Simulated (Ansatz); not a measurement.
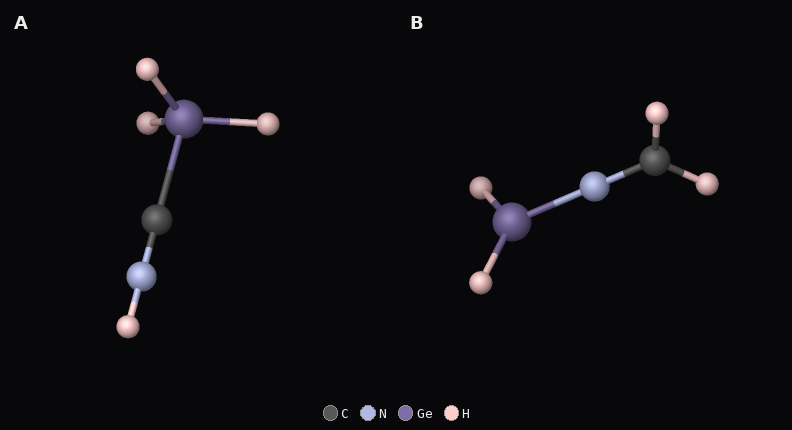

2 stationary structures of one formula. Charge +1, singlet. Geometries: PBE0-D4/def2-TZVP. Electronic energies: RHF-CCSD(T) (frozen core)/def2-TZVPP (Ansatz 0.2.0), without zero-point energy. No frequency run is at hand to confirm each as a minimum. Each is one conformer, not always the lowest.

### Which is lowest in energy, and by how much?

A is lowest (C3v); B lies 0.507 eV above it (C2v).
